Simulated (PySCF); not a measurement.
**A workflow on BBrCl2 (SMILES ClB(Cl)Br)**

We compute a structure relaxation (HF-D3(BJ)/ANO-RCC-VDZ), then the harmonic vibrations, then the energy (NEVPT2(6,8)/pcSseg-1), then the vertical excitations (EOM-CCSD/6-31G) of BBrCl2. 

Program for the calculation: PySCF 2.14.0.

### Step 1. The structure to begin with

The species is BBrCl2 (4 atoms), meant as a singlet with charge 0. As SMILES, `ClB(Cl)Br`. All atoms were displaced at random from a relaxed shape. The run starts from this shape.

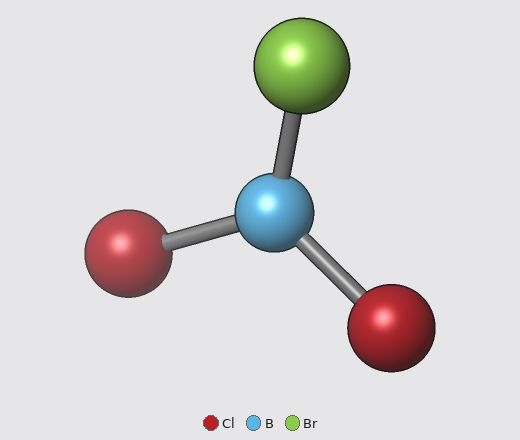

The structure, seen from a chosen angle (chlorine red, boron blue, bromine green).

### Step 2. A geometry optimisation at HF-D3(BJ)/ANO-RCC-VDZ (sfX2C, density fitting with def2-universal-jkfit) (run 1)

The input, start.xyz:

```xyz
4
BBrCl2
Cl     0.670922     0.797910     1.473992
B      0.020265    -0.005284    -0.046689
Cl     0.408348    -1.753256    -0.430732
Br    -0.898042     0.889759    -1.199197
```

The input, calc.py:

```python
# ClB(Cl)Br
from pyscf import gto, scf
from pyscf.geomopt.geometric_solver import kernel as optimise

mol = gto.M(
    atom='start.xyz',
    basis='ano-rcc-vdz',
    verbose=3,
    max_memory=1860,
    charge=0,
)

mf = scf.RHF(mol)
mf = mf.x2c()
mf = mf.density_fit(auxbasis='def2-universal-jkfit')
mf.disp = 'd3bj'
converged, mol_eq = optimise(mf, maxsteps=100)
print('converged:', converged)
print(mol_eq.tostring())

mf.reset(mol_eq)
mol = mol_eq
mf.kernel()
energy = mf.e_tot
print('E(%s) = %.9f' % ('HF', energy))
```

Launch:

```bash
$ OMP_NUM_THREADS=1 python calc.py
```

Standard output:

```text
maxiter                   100
[... 21 lines left out ...]
> Convergence Criteria:
[... 18 lines left out ...]
converged SCF energy = -3551.0457834877
[... 37 lines left out ...]
converged SCF energy = -3551.06529654715
[... 56 lines left out ...]
converged SCF energy = -3551.06654698721
[... 48 lines left out ...]
Converged! =D
[... 1 line left out ...]
converged: True
Cl          0.67353816        0.72485109        1.45383465
B           0.06900557       -0.03576414       -0.02843122
Cl          0.43840470       -1.73847191       -0.35333023
Br         -0.97945543        0.97851396       -1.27469919
converged SCF energy = -3551.06655066408
E(HF) = -3551.066550664
```

Run time: 44 s. Hardware: 1 thread of Arm Neoverse V2, shared host; peak memory 0.23 GiB.

The path in brief:

| step | energy from the first frame kept (eV) | largest force (eV/Å) |
| --- | --- | --- |
| 0 | 0.0000 | 5.9012 |
| 1 | -0.4316 | 3.0077 |
| 2 | -0.5310 | 0.4848 |
| 3 | -0.5196 | 0.8874 |
| 4 | -0.5636 | 0.1912 |
| 5 | -0.5650 | 0.0363 |
| 6 | -0.5651 | 0.0158 |
| 7 | -0.5651 | 0.0027 |

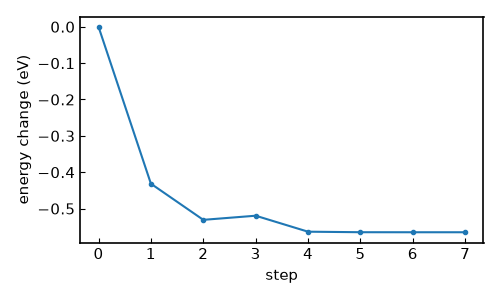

Energy along the run.

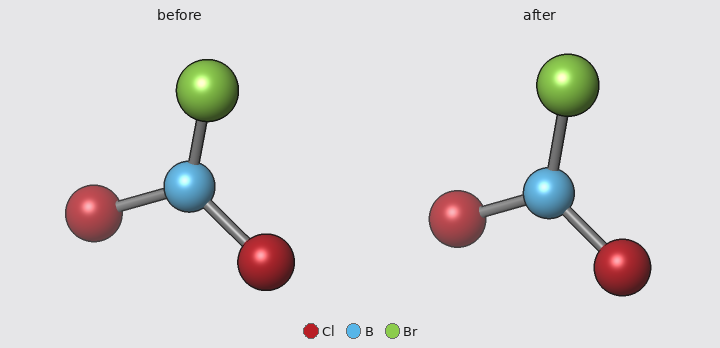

Before and after, at one scale.

After the run. Bond lengths: Cl1–B2 1.772 Å, B2–Cl3 1.772 Å, B2–Br4 1.919 Å. Angles: Cl1–B2–Cl3 119.6°, Cl1–B2–Br4 120.2°, Cl3–B2–Br4 120.2°.

### Step 3. The harmonic vibrations at HF-D3(BJ)/ANO-RCC-VDZ (sfX2C, density fitting with def2-universal-jkfit) (run 2)

The input, geometry.xyz:

```xyz
4
BBrCl2
Cl     0.909175     0.465868     1.844529
B      0.304734    -0.294804     0.362236
Cl     0.674111    -1.997521     0.037445
Br    -0.743727     0.719474    -0.884032
```

The input, input.py:

```python
from pyscf import gto, symm
from pyscf.hessian import thermo

mol = gto.M(
    atom='geometry.xyz',
    verbose=3,
    spin=0,
    basis='ano-rcc-vdz',
    max_memory=1860,
    charge=0,
)

calc0 = mol.RHF()
calc0 = calc0.x2c()
calc0 = calc0.density_fit(auxbasis='def2-universal-jkfit')
calc0.disp = 'd3bj'
calc0.kernel()

etot = calc0.e_tot
print('E(%s) = %.9f' % ('HF', etot))
hess = calc0.Hessian().kernel()
modes = thermo.harmonic_analysis(mol, hess)
thermo.dump_normal_mode(mol, modes)
symm.geom.TOLERANCE = 1e-3  # for the symmetry number
th = thermo.thermo(calc0, modes['freq_au'], 298.15, 101325)
thermo.dump_thermo(mol, th)
```

Launch:

```bash
$ OMP_NUM_THREADS=1 python input.py
```

Standard output:

```text
converged SCF energy = -3551.06655066431
E(HF) = -3551.066550664

WARN: DFTD3 does not support analytical Hessian, using finite difference

WARN: Mole.unit (angstrom) is changed to Bohr

[... 36 lines left out ...]
Gibbs free energy [Eh] -3551.08909
```

Wall time 77 s (1 thread of Arm Neoverse V2, shared host); peak memory 0.61 GiB.

### Step 4. A single-point energy at NEVPT2(6,8)/pcSseg-1 (run 3)

The input, run.py:

```python
from pyscf import gto, scf, mcscf, mrpt

molecule = gto.M(
    atom=[
    ('Cl', (0.673538, 0.724851, 1.453835)),
    ('B', (0.069006, -0.035764, -0.028431)),
    ('Cl', (0.438405, -1.738472, -0.353330)),
    ('Br', (-0.979455, 0.978514, -1.274699)),
],
    charge=0,
    verbose=3,
    basis='pcsseg-1',
    max_memory=1860,
)

mf = scf.RHF(molecule)
mf.kernel()

cas = mcscf.CASSCF(mf, 8, 6)
cas.fix_spin_(ss=0.0)
cas.natorb = True
cas.kernel()
e_pt2 = mrpt.NEVPT(cas).kernel()
e_tot = cas.e_tot + e_pt2
print(f'total energy: {e_tot:.8f} hartree')
dip = mf.dip_moment()
pop, q = mf.mulliken_pop()
```

Launch:

```bash
$ OMP_NUM_THREADS=1 python run.py
```

Standard output:

```text
converged SCF energy = -3515.85367484381
CASSCF energy = -3515.91035598578
[... 9 lines left out ...]
Nevpt2 Energy = -0.861297963130337
total energy: -3516.77165395 hartree
Dipole moment(X, Y, Z, Debye): -0.15563,  0.15065, -0.18468
[... 111 lines left out ...]
charge of    3Br =     -0.23906
```

Wall time 1.8 min (1 thread of Arm Neoverse V2, shared host); peak memory 0.46 GiB.

### Step 5. The excited states at EOM-CCSD/6-31G (sfX2C, root kind ee, spin of roots singlet) (run 4)

The input, start.xyz:

```xyz
4
BBrCl2
Cl     0.673538     0.724851     1.453835
B      0.069006    -0.035764    -0.028431
Cl     0.438405    -1.738472    -0.353330
Br    -0.979455     0.978514    -1.274699
```

The input, run.py:

```python
import numpy
from pyscf import gto, cc

system = gto.M(
    atom='start.xyz',
    verbose=4,
    charge=0,
    max_memory=1860,
    basis='6-31g',
)

hf = system.RHF()
hf = hf.sfx2c1e()
hf.kernel()

mycc = cc.CCSD(hf, frozen=20)
mycc.kernel()
etot = mycc.e_tot
print(f'total energy: {etot:.8f} hartree')

e, vec = mycc.eomee_ccsd_singlet(nroots=8)
roots = numpy.atleast_1d(e) * 27.211386
print('EOM-EE-CCSD roots (eV)')
for i, w in enumerate(roots, 1):
    print('%3d %10.4f' % (i, w))
```

Launch:

```bash
$ OMP_NUM_THREADS=1 python run.py
```

Standard output:

```text
PySCF version 2.14.0

[... 86 lines left out ...]
CCSD converged
[... 9 lines left out ...]
EOM-CCSD root 1 E = 0.233258056687256  qpwt = 0.917012  conv = True
[... 2 lines left out ...]
EOM-CCSD root 4 E = 0.2556910430779625  qpwt = 0.931239  conv = True
[... 2 lines left out ...]
EOM-CCSD root 7 E = 0.3281381616320732  qpwt = 0.913685  conv = True
[... 8 lines left out ...]
  8     8.9291
```

Run time: 20 s. Hardware: 1 thread of Arm Neoverse V2, shared host; peak memory 0.27 GiB.

The roots found:

| excited state | energy (eV) |
| --- | --- |
| 1 | 5.547 |
| 2 | 6.347 |
| 3 | 6.386 |
| 4 | 6.407 |
| 5 | 6.958 |
| 6 | 8.103 |
| 7 | 8.416 |
| 8 | 8.929 |

### Step 6. Results

| quantity | value |
| --- | --- |
| run 1, HF-D3(BJ)/ANO-RCC-VDZ: total energy at the end | -3551.06655 Eh |
| run 1, HF-D3(BJ)/ANO-RCC-VDZ: dipole moment | 0.36 D |
| run 1, HF-D3(BJ)/ANO-RCC-VDZ: HOMO energy | -12.19 eV |
| run 1, HF-D3(BJ)/ANO-RCC-VDZ: LUMO energy | 1.20 eV |
| run 1, HF-D3(BJ)/ANO-RCC-VDZ: HOMO–LUMO gap | 13.39 eV |
| run 1, HF-D3(BJ)/ANO-RCC-VDZ: dispersion energy | -93.10 kJ/mol |
| run 2, HF-D3(BJ)/ANO-RCC-VDZ: lowest harmonic wavenumber | 222 cm⁻¹ |
| run 2, HF-D3(BJ)/ANO-RCC-VDZ: highest harmonic wavenumber | 956 cm⁻¹ |
| run 2, HF-D3(BJ)/ANO-RCC-VDZ: zero-point energy | 18.8 kJ/mol |
| run 2, HF-D3(BJ)/ANO-RCC-VDZ: ideal-gas entropy at 298.15 K (symmetry number 2 as used) | 74.1 cal/(mol K) |
| run 3, NEVPT2(6,8)/pcSseg-1: total energy | -3516.77165 Eh |
| run 3, NEVPT2(6,8)/pcSseg-1: dipole moment (Hartree–Fock density) | 0.28 D |
| run 3, NEVPT2(6,8)/pcSseg-1: HOMO energy (Hartree–Fock orbitals) | -11.92 eV |
| run 3, NEVPT2(6,8)/pcSseg-1: LUMO energy (Hartree–Fock orbitals) | 1.67 eV |
| run 3, NEVPT2(6,8)/pcSseg-1: HOMO–LUMO gap (Hartree–Fock orbitals) | 13.59 eV |
| run 4, EOM-CCSD/6-31G: ground-state or mean-field energy | -3543.25686 Eh |
| run 4, EOM-CCSD/6-31G: dipole moment (Hartree–Fock density) | 0.42 D |
| run 4, EOM-CCSD/6-31G: HOMO energy (Hartree–Fock orbitals) | -12.07 eV |
| run 4, EOM-CCSD/6-31G: LUMO energy (Hartree–Fock orbitals) | 1.39 eV |
| run 4, EOM-CCSD/6-31G: HOMO–LUMO gap (Hartree–Fock orbitals) | 13.46 eV |
| run 4, EOM-CCSD/6-31G: correlation energy (20 core orbitals frozen) | -318.6 mEh |
| run 4, EOM-CCSD/6-31G: T1 diagnostic | 0.013 |
| run 4, EOM-CCSD/6-31G: lowest singlet excitation energy | 5.55 eV |

**Reading.** The optimisation (run 1, HF-D3(BJ)/ANO-RCC-VDZ) took 7 steps and changed the energy by -0.565 eV. All 6 modes (run 2, HF-D3(BJ)/ANO-RCC-VDZ) are real, so the shape is a minimum at this level. The basis (run 4, EOM-CCSD/6-31G) was contracted for non-relativistic atoms, which limits what the relativistic Hamiltonian can do in the core.
